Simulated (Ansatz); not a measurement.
Fields on a plane of LiH (rock salt)

```
CELL_PARAMETERS angstrom
      0.00000     1.98998     1.98998
      1.98998     0.00000     1.98998
      1.98998     1.98998     0.00000
ATOMIC_POSITIONS crystal
  Li 0.00000 0.00000 0.00000
  H  0.50000 0.50000 0.50000
```

The slice is a {111} plane (indices of the conventional cell) through the point (0.500, 0.500, 0.500) (fractional), spanned by u = [100] and v = [-1 2 0] in vectors of this cell: u (2.81 Å) and v (4.87 Å, at 90° to u). It covers one period; positions are fractions (u, v).

Atoms on it: H at (0.00, 0.00); H at (0.50, 0.50).

These are PBEsol (plane waves to 420 eV, PAW, scalar-relativistic; Ansatz, a first-principles code) values and carry that method's errors. k mesh 14×14×14. Inside the PAW spheres the values are not all-electron values, and peaks at nuclei hang on which shells count as valence. LiH was relaxed with its symmetry unable to fall.

```
|xxxxxxxxxxxx##%%****++%%##xxxxxxxxxx|
|xxxxxxxxxx##%%**++==++**%%%%xxxxxxxx|
|xxxxxxxxxx%%##++--::--++##%%xxxxxxxx|
|xxxxxxxx%%%%++--..  ..--**%%%%xxxxxx|
|xxxx##%%%%##==::      ::==####@@@@xx|
|%%%%%%%%%%**==::      ::==**%%%%%%%%|
|****######++==--::..::--==++**####**|
|======++****++========++++****++++==|
|..::--==++######******####**++==--::|
|    ::==**%%%%%%%%%%%%%%%%%%**==::  |
|    ::==##%%%%##xxxxxx@@@@####==::  |
|  ..--++%%%%xxxxxxxxxxxxxx%%%%**--..|
|::--++##%%xxxxxxxxxxxxxxxxxx%%##++--|
|==++**%%##xxxxxxxxxxxxxxxxxx%%%%**++|
|****%%##xxxxxxxxxxxxxxxxxxxxxx##%%++|
|##++%%%%xxxxxxxxxxxxxxxxxxxxxx%%%%++|
|**++%%##xxxxxxxxxxxxxxxxxxxxxx##%%**|
|==++**%%%%xxxxxxxxxxxxxxxxxx##%%**++|
|::--++##%%xxxxxxxxxxxxxxxxxx%%##++--|
|  ..--**%%%%xxxxxxxxxxxxxx%%%%++--..|
|    ::==####@@@@xxxxxx##%%%%##==::  |
|    ::==**%%%%%%%%%%%%%%%%%%**==::  |
|..::--==++**####******######++==--::|
|====++++****++++========++****++====|
|****####**++==--::..::--==++######**|
|%%%%%%%%%%**==::      ::==**%%%%%%%%|
|xxxx@@@@####==::      ::==##%%%%##xx|
|xxxxxxxx%%%%**--..  ..--++%%%%xxxxxx|
|xxxxxxxxxx%%##++--::--++##%%xxxxxxxx|
|xxxxxxxxxx%%%%**++==++**%%##xxxxxxxx|
|xxxxxxxxxxxx##%%++****%%##xxxxxxxxxx|
|xxxxxxxxxxxx%%%%++##++%%%%xxxxxxxxxx|
```
Scale: ten equal steps from 2.70 (start of ' ') to 3.88 (end of '@'), in the order ' .:-=+*#%@'. Values: electrostatic potential energy of an electron, from the cell's mean, in eV. The map has 18 points along u (two characters each, u = 0 at the left) and 32 along v (v = 0 in the bottom row). Points within 0.8 Å of a nucleus are blanked (x), as the pseudised field means little there. The zero, the cell's mean, hangs on the PAW cores.

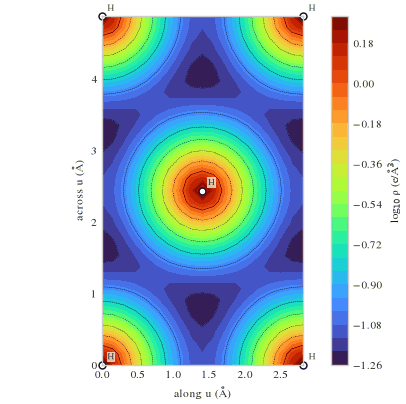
Figure: Log₁₀ of the valence density in e/Å³, one period of the plane, atoms marked. The scale is logarithmic, as a density can span decades between atoms and voids.
